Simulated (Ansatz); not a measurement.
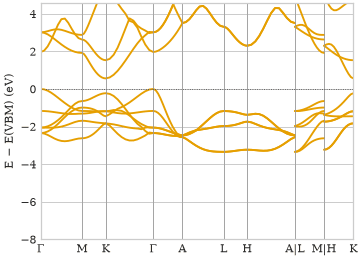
Figure: Band structure from DFT-LDA in the program Ansatz with PAW potentials

### Question
Read off the gap and where the band edges lie.

### Answer
About 0.6 eV (0.56 eV by a search for the band edges); maximum at Γ, minimum at K.

### Question
Which of these materials gives this?
A) LaN, P6_3mc (La on 2b, N on 2b)
B) YN, P6_3/mmc (Y on 2d, N on 2c)
C) GaN, P6_422 (Ga on 3d, N on 3c)
D) BeS, P6_422 (Be on 3c, S on 3d)

### Answer
B, YN, P6_3/mmc (Y on 2d, N on 2c)

The workflow started from a Materials Project entry (that database holds measured and hypothetical structures alike); the Crystallography Open Database copy checked does not list it. COD files the formula under space group No. 225. Its standing as an ambient phase is unchecked. The LDA relaxation kept the symmetry of its start; its stability against distortions is not shown here. No spin polarisation was allowed. Scalar-relativistic: spin–orbit coupling is off unless named, which matters more the heavier the elements.

Potentials: the later of the program's two PAW sets.
